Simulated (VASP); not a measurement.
Band structure of MoS2 (space group P6_3/mmc). Computed with modified Becke-Johnson potential (mBJ), VASP's PBE PAW potentials (set 64) (plane waves; VASP).

mBJ is a potential without an energy functional, so only the levels count. Without a dispersion term in the relaxation, distances and binding between the weakly bound layers, chains or molecules are unreliable, and so is what depends on them.

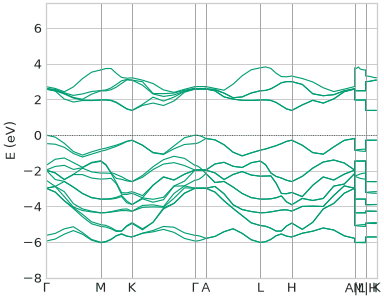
Figure. Bands along high-symmetry lines, zero at the valence-band maximum or, without a gap, the Fermi level

### Question
Read the plot: is there a gap, and where are the band edges?

### Answer
The gap is indirect, 1.38 eV, from the valence maximum at Γ to the conduction minimum at K.

The structure comes from a computed database's MoS2 entry (P6_3/mmc); how it stands against other phases isn't given here. It was relaxed first. The cell's shape comes from a PBE relaxation.
